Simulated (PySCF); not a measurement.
System: C₄H₉BN₂Si.

Input

```
{"job": {"kind": "nmr", "xc": "PBE0", "basis": "pcSseg-1"}, "charge": 0, "multiplicity": 1}
C      2.835895     0.919168     0.932959
C      1.733005     0.184848     0.404815
N      0.849025    -0.409921    -0.025341
B     -0.324737    -1.196643    -0.452034
C     -0.138704    -2.570801     0.259954
N     -0.026924    -3.580366     0.794447
C     -1.669153    -0.434542     0.108099
Si    -1.993379     1.272117    -0.636465
H      2.579098     1.977197     0.992297
H      3.072393     0.550371     1.931541
H      3.706849     0.794284     0.288991
H     -0.277103    -1.300171    -1.637008
H     -2.523403    -1.079458    -0.105062
H     -1.622366    -0.353810     1.197316
H     -0.864254     2.172438    -0.331576
H     -2.136301     1.205634    -2.092813
H     -3.206938     1.861686    -0.060192
```

Command:

```sh
OMP_NUM_THREADS=1 python probes_run.py task.json out
```

Geometry: GFN2-xTB.

Level of theory: PBE0/pcSseg-1, SCF density, gas phase, non-relativistic (PySCF 2.14.0).

Q: Predict the electron density and electron localisation function between the atoms.

A: C–N (1.15 Å): the density is about 3.4 e/Å³ at the midpoint; the ELF peaks at about 0.85 between the atoms: a multiple bond.
C–C (1.43 Å): ρ at the midpoint is about 1.9 e/Å³; the ELF peaks at about 0.95 between the atoms; a covalent bond.
B–N (1.48 Å): ρ is about 1.5 e/Å³ halfway; the ELF peaks at about 0.95 between the atoms: a shared but strongly polarised pair.
C–H (1.09 Å): ρ at the midpoint is about 2 e/Å³; the ELF climbs to about 1 towards the hydrogen, as it does in any bond to H; an ordinary covalent bond to hydrogen.

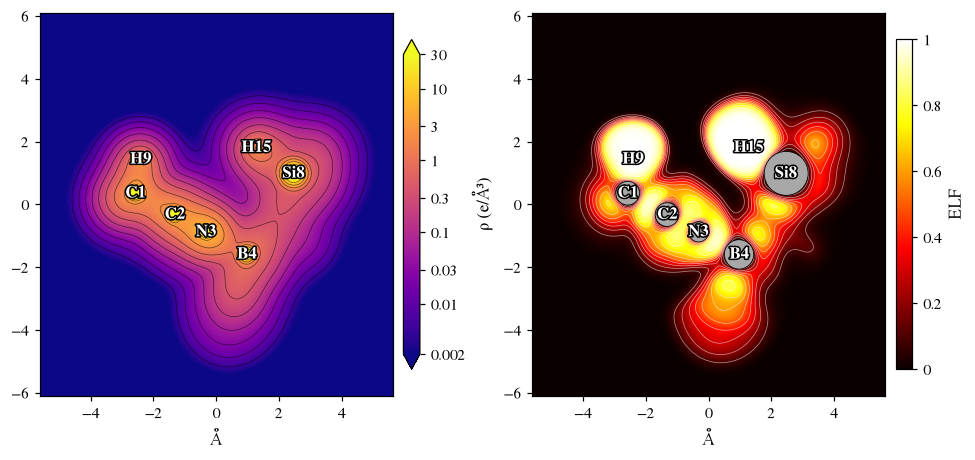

Computed electron density and electron localisation function on the plane of atoms C2, C1 and H9, in this order. Grey discs cover the atomic cores in the ELF map. 
